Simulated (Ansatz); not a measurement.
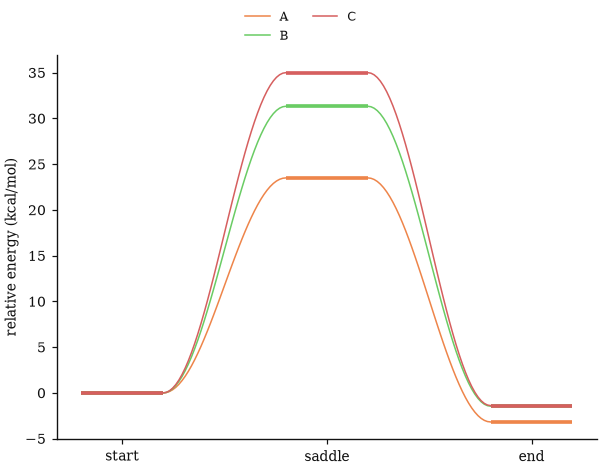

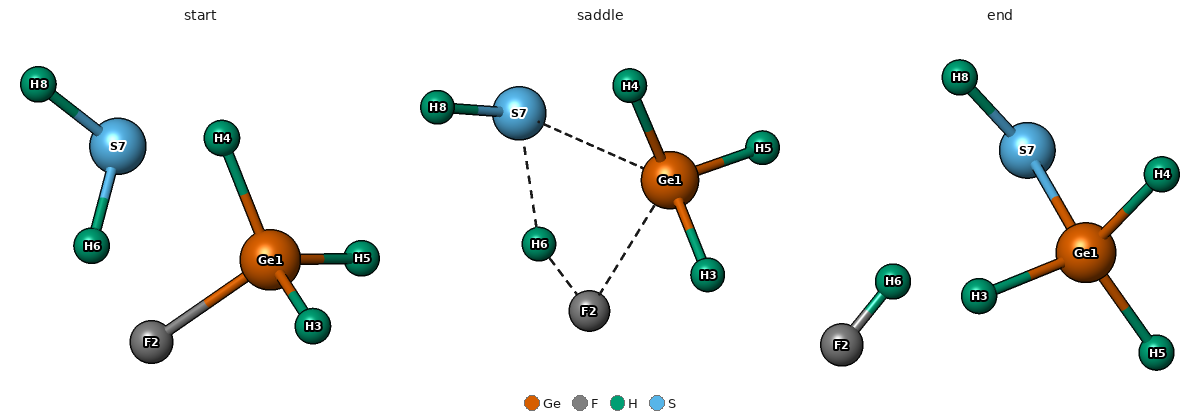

One elementary step of GeH₅SF, singlet: start, first-order saddle point (changing pairs dashed) and end. Electronic energies at PBE0-D4/def2-TZVP geometries, energies in def2-TZVPP, the Ansatz code; cores frozen in correlated methods, no zero-point terms. Start and end are the structures at the ends of the path (complexes, where there are several molecules). On heavy atoms the filled d shell below the valence is correlated. The limit is the MP2 basis limit plus CCSD(T) less MP2 in triple zeta. Lines between the levels only guide the eye.

In the step Ge1–S7 (3.83 → 2.60 → 2.24 Å) and F2–H6 (2.30 → 1.16 → 0.94 Å) form; Ge1–F2 (1.75 → 2.05 → 3.66 Å) and H6–S7 (1.34 → 1.60 → 2.19 Å) break (lengths at start, saddle and end; changes of bond order aren't listed).

The profiles are CCSD(T) at the basis limit, PBE-D4 and r2SCAN0-D4. Which is which?

Answer. A: PBE-D4 (barrier 23.5, step −3.2 kcal/mol); B: r2SCAN0-D4 (barrier 31.3, step −1.4 kcal/mol); C: CCSD(T) at the basis limit (barrier 35.0, step −1.4 kcal/mol).

Caveats, for all or some of the runs: no scalar relativity up to krypton.
